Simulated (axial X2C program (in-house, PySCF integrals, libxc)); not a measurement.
# AsS⁻: relativistic diatomic calculation

AsS⁻, single determinant with Ω = 1. Computed at this level: HF, two-component X2C with atomic mean-field Coulomb and Gaunt terms, As dyall-acv3z, S dyall-av3z (cores contracted) (axial X2C program (in-house, PySCF integrals, libxc)).

## Input
```
{"zs": [33, 16], "q": -1, "bas": ["dyall-acv3z", "dyall-av3z"], "levels": ["PBE0", "HF", "LDA"], "cc": true, "r0": 2.08, "thr": -2.0, "nmax": 90, "npts": 10, "nst": 2, "ntry": 6}
```

The line is the task of a batch: nuclear charges, charge, bases, the levels to run, a first guess of the distance and further settings. This report covers HF with spin-orbit coupling. The log is that of the reference distance 2.123 Å.

The run was one of a batch that the task file lists, launched with:
```bash
python <driver script> task.json out
```

## Output
```
two-component X2C + atomic mean field  HF
basis functions 181  fitting functions 982  grid points 5077
iter        total energy     max residual
   1      -2656.950937664     2.66e-01
   2      -2656.977399855     6.32e-03
   3      -2656.979010407     3.53e-03
   4      -2656.979380667     1.72e-03
   5      -2656.979623075     1.08e-03
   6      -2656.979749035     6.60e-04
   7      -2656.979780863     3.42e-04
   8      -2656.979797924     1.04e-04
   9      -2656.979800179     4.38e-05
  10      -2656.979800475     2.46e-05
  11      -2656.979800510     6.60e-06
  12      -2656.979800517     4.79e-06
  13      -2656.979800519     2.71e-06
converged
one-electron -3969.78160239  Coulomb 1290.10245625  exact exchange -108.04413275  xc functional 0.00000000  nuclear repulsion 131.60884002  atomic mean-field constant -0.86536165
correlated 12  virtual 262  natural virtual 90  E(MP2) -0.290303793  MP2 remainder -0.012504209
iter   CCSD correlation   residual
   1     -0.292202198   1.28e-01
   2     -0.300720056   4.85e-02
   3     -0.302862329   2.24e-02
   4     -0.303092424   1.07e-02
   5     -0.303274018   5.12e-03
   6     -0.303281013   1.95e-03
   7     -0.303284413   5.50e-04
   8     -0.303286231   1.61e-04
   9     -0.303283874   5.36e-05
  10     -0.303284175   2.35e-05
  11     -0.303283959   1.05e-05
  12     -0.303284123   4.98e-06
  13     -0.303284116   2.30e-06
(T) -0.017033313173386223  T1 0.0347  D1 0.0746  max T2 0.049
```

## The points of the curve

```
R (Å)   E (hartree)  dipole (D; origin at the first atom, positive when the second is positive)  highest filled (eV)  lowest empty (eV)
1.847  −2656.938375                                                                       −3.83                −1.49               4.21
1.932  −2656.962749                                                                       −4.58                −1.79               4.19
1.996  −2656.973095                                                                       −5.15                −2.00               4.18
2.059  −2656.978375                                                                       −5.70                −2.21               4.16
2.123  −2656.979801                                                                       −6.26                −2.40               4.13
2.197  −2656.977860                                                                       −6.89                −2.59               4.10
2.272  −2656.973171                                                                       −7.49                −2.76               4.06
2.367  −2656.964617                                                                       −8.20                −2.91               4.02
2.484  −2656.952812                                                                       −8.88                −3.01               3.99
2.654  −2656.939785                                                                       −9.68                −3.05               3.96
```

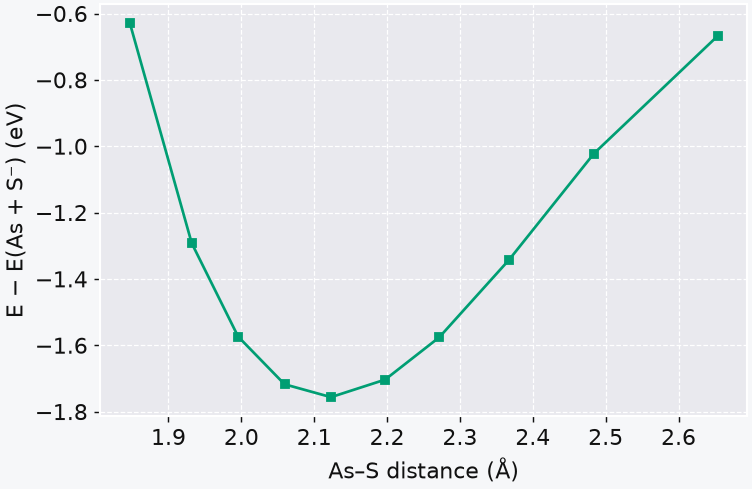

**Figure 1.** Energy at 10 bond lengths, for one set of occupations held fixed; the line joins the points. A polynomial of degree 6 through 9 points gives rₑ = 2.120 Å, ωₑ = 487.6 cm⁻¹, ωₑxₑ = 1.6 cm⁻¹ and Bₑ = 0.1675 cm⁻¹. The minimum lies 1.76 eV below As + S⁻, each computed as one determinant at the same level.

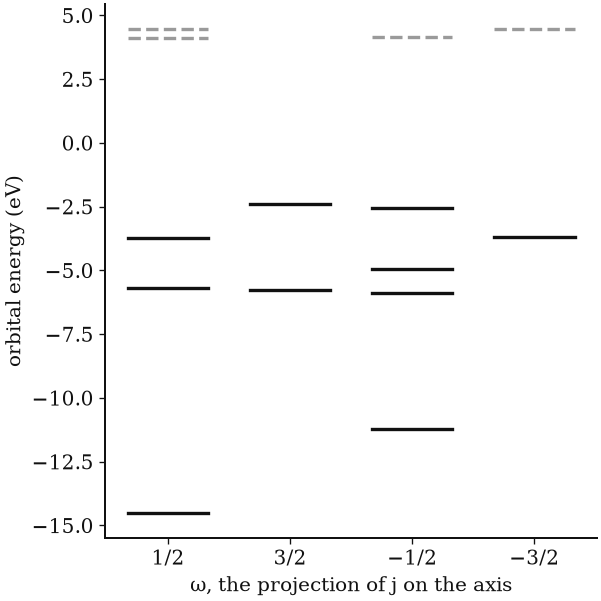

**Figure 2.** Orbital energies near the frontier at 2.12 Å, filled (solid) and empty (dashed). The highest filled spinor (3/2; 42 % As p, 32 % S p) lies at −2.40 eV, the lowest empty one (1/2; 82 % As p, 11 % S p) at 4.13 eV.

## Results in brief

| quantity | value |
| --- | --- |
| outcome | converged |
| bond length rₑ | 2.120 Å |
| ωₑ | 487.6 cm⁻¹ |
| energy at the minimum | −2656.97980 hartree |
| depth below the fragments | 1.76 eV |
| hardware | 1 thread of Arm Neoverse V1, 112 GiB of memory available, shared host |
| wall time | 6.5 s |
| peak memory | 0.75 GiB |

## Notes

Hartree–Fock lacks correlation, so it usually binds too weakly.
